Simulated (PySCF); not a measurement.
Molecule: CH₇BO₅Si, SMILES C[Si](O)(O)OB(O)O. Atoms near the plane z = 0.0 Å, at the GFN2-xTB optimised geometry (x, y, z in Å): Si1 (-1.8, -0.1, 0.0), O4 (-2.3, 1.5, 0.0), O5 (-0.2, -0.1, 0.0), B6 (0.8, -0.9, -0.5), O7 (2.1, -0.7, -0.3), H13 (-2.2, 2.0, -0.8), H14 (2.3, 0.1, 0.2).

Calculation: B3LYP/def2-TZVP run with PySCF 2.14.0. Cells within 0.4 Å of a nucleus heavier than hydrogen are left out (blank, or x). The values are rescaled to run from 0 to 1.

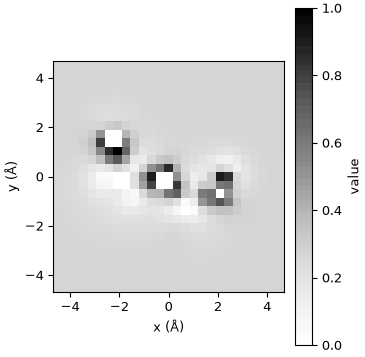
Fig. 1. a field on the plane z = 0.0 Å.

Problem. Which quantity is mapped?
A) an orbital amplitude
B) electrostatic potential
C) deformation density (molecule minus spherical neutral atoms)
D) electron localisation function

Solution. C, deformation density (molecule minus spherical neutral atoms). In full: deformation density (molecule minus spherical neutral atoms) (e/bohr³).
